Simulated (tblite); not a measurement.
## Run report: CH8Si3, geometry relaxation (part 2 of 2)

The same run, continued: CH8Si3, multiplicity 3, SMILES [SiH3]C[Si][SiH3]; GFN2-xTB geometry optimisation, gas phase (tblite 0.8.0). 

Geometry of the input (Å):
```
Si 0.5403  0.1996  -1.1308
Si 2.5037  0.0894  -0.1683
C  -0.7943  -0.7662  -0.3122
Si -2.1475  0.4450  0.1806
H  2.4218  0.1163  1.3079
H  3.2276  -1.1305  -0.5280
H  3.3030  1.2866  -0.5339
H  -0.4745  -1.3237  0.5542
H  -1.2458  -1.4594  -1.0495
H  -2.7082  0.9955  -1.0494
H  -1.4475  1.5863  0.8466
H  -3.1818  -0.1287  1.0291
```

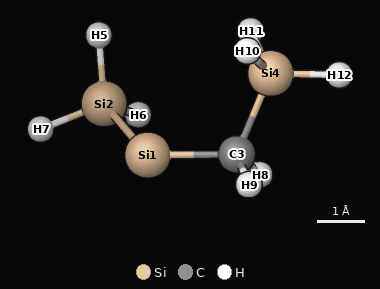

*The geometry at step 144 of the log (ball-and-stick view, seen at a tilt; atoms are numbered from 1 in the order of the input).*

Trajectory as extended XYZ, continued:
```
12
Properties=species:S:1:pos:R:3:forces:R:3 step=80 energy=-306.96895
Si    0.6361    0.1037   -1.1730   -0.0150   0.0090  -0.0190
Si    2.6628    0.1259   -0.1548    0.0230  -0.0190   0.0180
C    -0.9186   -0.7428   -0.4074   -0.0380  -0.0250   0.0160
Si   -2.2485    0.4577    0.2334    0.0240  -0.0130  -0.0160
H     2.7216    0.6562    1.2208   -0.0050   0.0140  -0.0280
H     3.3431   -1.1801   -0.0413   -0.0040   0.0120   0.0000
H     3.4879    0.9779   -1.0163    0.0150   0.0000   0.0170
H    -0.5641   -1.3615    0.4200   -0.0090  -0.0050   0.0040
H    -1.3759   -1.4285   -1.1215    0.0170   0.0070  -0.0230
H    -2.6654    1.3287   -0.8682   -0.0010  -0.0030   0.0150
H    -1.6697    1.2539    1.3184   -0.0120   0.0100   0.0060
H    -3.4126   -0.2811    0.7359    0.0050   0.0130   0.0110
12
Properties=species:S:1:pos:R:3:forces:R:3 step=88 energy=-306.97023
Si    0.6349    0.1083   -1.1699    0.0040   0.0040  -0.0050
Si    2.6667    0.1330   -0.1603    0.0130  -0.0100   0.0160
C    -0.9210   -0.7458   -0.4114   -0.0160   0.0000   0.0010
Si   -2.2490    0.4488    0.2432    0.0090   0.0020  -0.0030
H     2.7348    0.7386    1.1828   -0.0020  -0.0020  -0.0070
H     3.3175   -1.1801    0.0178   -0.0070   0.0080   0.0110
H     3.5187    0.9216   -1.0543    0.0020   0.0080  -0.0060
H    -0.5741   -1.3792    0.4084    0.0010  -0.0080  -0.0220
H    -1.3742   -1.4144   -1.1442   -0.0020  -0.0070   0.0080
H    -2.6351    1.3584   -0.8374   -0.0080   0.0000   0.0030
H    -1.6917    1.2083    1.3653    0.0090   0.0060   0.0010
H    -3.4305   -0.2874    0.7059   -0.0020  -0.0020   0.0050
12
Properties=species:S:1:pos:R:3:forces:R:3 step=96 energy=-306.97063
Si    0.6363    0.1066   -1.1729    0.0140   0.0020  -0.0060
Si    2.6693    0.1386   -0.1612   -0.0200  -0.0080   0.0010
C    -0.9244   -0.7474   -0.4204    0.0100   0.0050  -0.0020
Si   -2.2469    0.4449    0.2499    0.0020   0.0060  -0.0040
H     2.7422    0.7807    1.1636   -0.0030   0.0150   0.0070
H     3.3005   -1.1761    0.0635    0.0020  -0.0030  -0.0020
H     3.5329    0.8921   -1.0752   -0.0090  -0.0030   0.0010
H    -0.5735   -1.3890    0.3908   -0.0110  -0.0110  -0.0010
H    -1.3816   -1.4103   -1.1561    0.0010   0.0090   0.0010
H    -2.6283    1.3748   -0.8150    0.0010   0.0020  -0.0050
H    -1.6929    1.1854    1.3866    0.0130  -0.0030  -0.0050
H    -3.4365   -0.2901    0.6925   -0.0010  -0.0100   0.0140
12
Properties=species:S:1:pos:R:3:forces:R:3 step=104 energy=-306.97286
Si    0.6348    0.1010   -1.2112   -0.0220  -0.0420   0.0250
Si    2.6358    0.1503   -0.1418    0.0840   0.0750  -0.0460
C    -0.9260   -0.7595   -0.4623   -0.0240   0.0030  -0.0120
Si   -2.2185    0.4318    0.2702    0.0520   0.0190  -0.0190
H     2.7140    0.8978    1.1270   -0.0290  -0.0080   0.0190
H     3.2327   -1.1564    0.1918   -0.0150  -0.0120   0.0060
H     3.5451    0.8177   -1.0841   -0.0440  -0.0330   0.0180
H    -0.5701   -1.4443    0.3125   -0.0390   0.0370  -0.0200
H    -1.4121   -1.3809   -1.2159    0.0220   0.0030  -0.0020
H    -2.6259    1.3838   -0.7657    0.0070  -0.0070  -0.0140
H    -1.6062    1.1568    1.3868   -0.0050  -0.0130   0.0180
H    -3.4068   -0.2881    0.7389    0.0140  -0.0210   0.0270
12
Properties=species:S:1:pos:R:3:forces:R:3 step=112 energy=-306.98289
Si    0.6609    0.0074   -1.2864   -0.0020  -0.0300  -0.0160
Si    2.5762    0.2069   -0.0836   -0.0380  -0.0920   0.0510
C    -0.9583   -0.7907   -0.6017   -0.0230  -0.0180   0.0080
Si   -2.1153    0.4123    0.3137   -0.0140  -0.0200   0.0350
H     2.5845    1.1844    1.0240    0.0190  -0.0310  -0.0420
H     3.0697   -1.0422    0.5379   -0.0410   0.0770  -0.0050
H     3.5730    0.6086   -1.0768    0.0400   0.0640  -0.0050
H    -0.6611   -1.5902    0.0827   -0.0110   0.0150  -0.0210
H    -1.5065   -1.2751   -1.4118    0.0060   0.0270   0.0300
H    -2.6601    1.3817   -0.6376    0.0270   0.0140  -0.0210
H    -1.3276    1.1051    1.3414   -0.0430  -0.0250  -0.0050
H    -3.2385   -0.2983    0.9442    0.0800   0.0200  -0.0100
12
Properties=species:S:1:pos:R:3:forces:R:3 step=120 energy=-306.98841
Si    0.6751   -0.0667   -1.3473    0.0080  -0.0120   0.0050
Si    2.5273    0.2127   -0.0637    0.0080  -0.0190   0.0100
C    -0.9763   -0.8007   -0.6662    0.0370  -0.0470  -0.0090
Si   -2.0564    0.4095    0.3271    0.0340  -0.0170   0.0430
H     2.4835    1.2623    0.9716   -0.0130  -0.0020  -0.0010
H     2.9888   -0.9813    0.6737   -0.0290   0.0290  -0.0200
H     3.5845    0.5733   -1.0136   -0.0070   0.0120  -0.0040
H    -0.7078   -1.6398   -0.0193   -0.0050  -0.0140  -0.0040
H    -1.5558   -1.2281   -1.4858   -0.0200   0.0310   0.0270
H    -2.6777    1.3626   -0.5912   -0.0040   0.0210  -0.0100
H    -1.1939    1.1139    1.2829   -0.0130   0.0050  -0.0010
H    -3.0945   -0.3078    1.0779    0.0050   0.0140  -0.0360
12
Properties=species:S:1:pos:R:3:forces:R:3 step=128 energy=-306.99192
Si    0.6934   -0.1380   -1.3861   -0.0010  -0.0040  -0.0110
Si    2.4880    0.2308   -0.0470    0.0120  -0.0190  -0.0180
C    -0.9783   -0.8195   -0.7075   -0.0130  -0.0330   0.0100
Si   -1.9870    0.4014    0.3462   -0.0100   0.0060   0.0490
H     2.4020    1.3459    0.9135   -0.0030  -0.0070   0.0090
H     2.8933   -0.9247    0.7789   -0.0030   0.0490  -0.0210
H     3.5823    0.5320   -0.9773   -0.0130  -0.0060   0.0280
H    -0.7533   -1.7020   -0.1025   -0.0030   0.0020  -0.0230
H    -1.6009   -1.1691   -1.5327    0.0220  -0.0030   0.0190
H    -2.6557    1.3558   -0.5371    0.0070   0.0290  -0.0170
H    -1.0918    1.1163    1.2642   -0.0040  -0.0310  -0.0140
H    -2.9952   -0.3189    1.1336    0.0090   0.0160  -0.0120
12
Properties=species:S:1:pos:R:3:forces:R:3 step=136 energy=-306.99430
Si    0.6927   -0.1834   -1.4112    0.0240   0.0260  -0.0450
Si    2.4492    0.2596   -0.0485    0.0190   0.0380   0.0480
C    -0.9855   -0.8410   -0.7334   -0.0230  -0.0380  -0.0110
Si   -1.9392    0.3883    0.3625   -0.0100   0.0150  -0.0100
H     2.3636    1.4242    0.8573   -0.0040  -0.0150  -0.0560
H     2.7828   -0.8477    0.8646    0.0340  -0.0180  -0.0060
H     3.5844    0.4768   -0.9531   -0.0280   0.0020   0.0380
H    -0.7810   -1.7504   -0.1628   -0.0120   0.0110   0.0230
H    -1.6215   -1.1486   -1.5646   -0.0170   0.0130   0.0170
H    -2.5827    1.3904   -0.4903    0.0170  -0.0100   0.0040
H    -1.0075    1.0574    1.2779    0.0040  -0.0350   0.0020
H    -2.9585   -0.3156    1.1479   -0.0030   0.0120  -0.0030
12
Properties=species:S:1:pos:R:3:forces:R:3 step=144 energy=-307.00088
Si    0.6869   -0.2229   -1.4458    0.0180   0.0030   0.0020
Si    2.4138    0.3063   -0.0679   -0.0570   0.0110  -0.0150
C    -0.9905   -0.8719   -0.7490   -0.0400  -0.0370   0.0080
Si   -1.8881    0.3590    0.3898   -0.0220   0.0540   0.0030
H     2.3411    1.5693    0.6913    0.0000  -0.0010  -0.0220
H     2.6348   -0.7133    0.9698    0.0530  -0.0160   0.0120
H     3.5987    0.3773   -0.9290   -0.0190   0.0000   0.0240
H    -0.7974   -1.7949   -0.1958   -0.0050   0.0140  -0.0030
H    -1.6577   -1.1481   -1.5678    0.0350   0.0190   0.0130
H    -2.3320    1.4986   -0.4217    0.0210  -0.0380   0.0490
H    -0.9637    0.8173    1.4356   -0.0130  -0.0200  -0.0400
H    -3.0491   -0.2666    1.0366    0.0300   0.0120  -0.0320
12
Properties=species:S:1:pos:R:3:forces:R:3 step=152 energy=-307.00484
Si    0.7003   -0.3226   -1.4391    0.0140   0.0090   0.0290
Si    2.3877    0.3259   -0.0663   -0.0030  -0.0070   0.0170
C    -1.0145   -0.8915   -0.7645   -0.0090  -0.0300  -0.0100
Si   -1.8443    0.3545    0.4098   -0.0350  -0.0300  -0.0580
H     2.3127    1.6539    0.5740   -0.0220  -0.0190  -0.0220
H     2.6337   -0.5921    1.0592    0.0000  -0.0040   0.0130
H     3.5828    0.3170   -0.9128    0.0220   0.0210  -0.0250
H    -0.8882   -1.8437   -0.2419    0.0010   0.0250  -0.0010
H    -1.6873   -1.0971   -1.5995    0.0130   0.0220   0.0320
H    -2.2074    1.5442   -0.3658    0.0330   0.0000   0.0500
H    -0.9263    0.6972    1.5011    0.0190   0.0120  -0.0380
H    -3.0524   -0.2357    0.9920   -0.0330   0.0030   0.0130
12
Properties=species:S:1:pos:R:3:forces:R:3 step=160 energy=-307.00942
Si    0.7185   -0.4393   -1.4014    0.0050  -0.0070  -0.0080
Si    2.3757    0.3375   -0.0605    0.0070  -0.0110   0.0300
C    -1.0456   -0.9172   -0.7836   -0.0190  -0.0100   0.0010
Si   -1.8101    0.3358    0.4258    0.0090   0.0200  -0.0270
H     2.2409    1.7214    0.4354    0.0000  -0.0340  -0.0020
H     2.6540   -0.4543    1.1540   -0.0230   0.0260  -0.0220
H     3.5791    0.2796   -0.8961    0.0030   0.0210  -0.0140
H    -0.9981   -1.8951   -0.2988    0.0000   0.0010   0.0190
H    -1.7175   -1.0411   -1.6350    0.0310   0.0150   0.0040
H    -2.0587    1.5908   -0.2892   -0.0010  -0.0190   0.0170
H    -0.8732    0.5790    1.5286   -0.0070  -0.0190  -0.0070
H    -3.0679   -0.1871    0.9670   -0.0050   0.0140   0.0080
12
Properties=species:S:1:pos:R:3:forces:R:3 step=168 energy=-307.01110
Si    0.7336   -0.5201   -1.3901    0.0030   0.0000  -0.0020
Si    2.3626    0.3450   -0.0700   -0.0070   0.0080   0.0070
C    -1.0518   -0.9324   -0.7850   -0.0120   0.0090   0.0050
Si   -1.7830    0.3324    0.4335    0.0060  -0.0110  -0.0110
H     2.1923    1.7479    0.3498   -0.0030   0.0030   0.0070
H     2.6274   -0.3716    1.1907    0.0020  -0.0030  -0.0070
H     3.5786    0.2747   -0.8861    0.0020  -0.0010  -0.0050
H    -1.0472   -1.9145   -0.3045   -0.0160   0.0180  -0.0230
H    -1.7181   -1.0182   -1.6455    0.0200  -0.0170   0.0230
H    -1.9494    1.6235   -0.2386    0.0100  -0.0190  -0.0020
H    -0.8663    0.4822    1.5685   -0.0010  -0.0020   0.0010
H    -3.0819   -0.1389    0.9233   -0.0030   0.0150   0.0060
12
Properties=species:S:1:pos:R:3:forces:R:3 step=176 energy=-307.01208
Si    0.7449   -0.6028   -1.3610   -0.0010  -0.0040   0.0050
Si    2.3457    0.3596   -0.0748    0.0040   0.0190   0.0040
C    -1.0632   -0.9536   -0.7829   -0.0150   0.0100  -0.0090
Si   -1.7531    0.3230    0.4458    0.0060  -0.0010  -0.0060
H     2.1455    1.7770    0.2806   -0.0060  -0.0090   0.0060
H     2.6206   -0.2947    1.2176    0.0050   0.0020  -0.0080
H     3.5659    0.2799   -0.8847   -0.0040  -0.0070   0.0030
H    -1.1173   -1.9449   -0.3277    0.0140  -0.0040   0.0140
H    -1.7186   -0.9909   -1.6539   -0.0120  -0.0030  -0.0140
H    -1.8242    1.6307   -0.2106    0.0100  -0.0040   0.0060
H    -0.8559    0.3961    1.6043   -0.0140   0.0010  -0.0050
H    -3.0933   -0.0693    0.8934    0.0120   0.0020   0.0050
12
Properties=species:S:1:pos:R:3:forces:R:3 step=184 energy=-307.01243
Si    0.7496   -0.6433   -1.3468   -0.0030   0.0010  -0.0110
Si    2.3339    0.3679   -0.0783    0.0050   0.0010   0.0110
C    -1.0698   -0.9624   -0.7854   -0.0020  -0.0040  -0.0010
Si   -1.7364    0.3205    0.4485    0.0010  -0.0070   0.0030
H     2.1111    1.7877    0.2503    0.0010  -0.0030   0.0010
H     2.6154   -0.2581    1.2267    0.0030   0.0020   0.0010
H     3.5583    0.2820   -0.8808   -0.0040   0.0030  -0.0030
H    -1.1431   -1.9541   -0.3332   -0.0010  -0.0010  -0.0010
H    -1.7213   -0.9830   -1.6604   -0.0020  -0.0060   0.0030
H    -1.7557    1.6356   -0.1954    0.0000   0.0060   0.0030
H    -0.8543    0.3549    1.6198   -0.0010   0.0020  -0.0030
H    -3.0908   -0.0375    0.8811    0.0040   0.0060  -0.0060
12
Properties=species:S:1:pos:R:3:forces:R:3 step=192 energy=-307.01259
Si    0.7518   -0.6687   -1.3370    0.0000  -0.0040  -0.0100
Si    2.3287    0.3698   -0.0815    0.0060   0.0040   0.0020
C    -1.0724   -0.9709   -0.7814   -0.0020  -0.0030   0.0000
Si   -1.7273    0.3196    0.4506   -0.0030   0.0000   0.0000
H     2.0895    1.7907    0.2275   -0.0020   0.0070   0.0060
H     2.6231   -0.2335    1.2311    0.0020  -0.0020   0.0030
H     3.5513    0.2898   -0.8872   -0.0010  -0.0030  -0.0020
H    -1.1582   -1.9615   -0.3295    0.0010  -0.0030   0.0030
H    -1.7220   -0.9851   -1.6579   -0.0010   0.0000   0.0000
H    -1.6987    1.6416   -0.1785    0.0030   0.0060  -0.0030
H    -0.8691    0.3204    1.6395    0.0030  -0.0010   0.0010
H    -3.1000   -0.0022    0.8505   -0.0050  -0.0010   0.0010
12
Properties=species:S:1:pos:R:3:forces:R:3 step=196 energy=-307.01267
Si    0.7462   -0.6411   -1.3483    0.0010  -0.0060  -0.0030
Si    2.3328    0.3687   -0.0810    0.0040   0.0040   0.0040
C    -1.0694   -0.9685   -0.7795   -0.0010   0.0010   0.0010
Si   -1.7361    0.3209    0.4479   -0.0010   0.0010   0.0030
H     2.1068    1.7875    0.2489    0.0000   0.0010   0.0010
H     2.6257   -0.2541    1.2228    0.0000  -0.0040   0.0010
H     3.5525    0.2872   -0.8911    0.0000   0.0030  -0.0020
H    -1.1364   -1.9576   -0.3207    0.0000   0.0030   0.0000
H    -1.7236   -0.9983   -1.6522   -0.0010  -0.0020   0.0020
H    -1.7184    1.6408   -0.1868    0.0000   0.0020  -0.0020
H    -0.8770    0.3356    1.6366   -0.0020  -0.0040  -0.0060
H    -3.1061   -0.0112    0.8495    0.0020   0.0000   0.0000
```
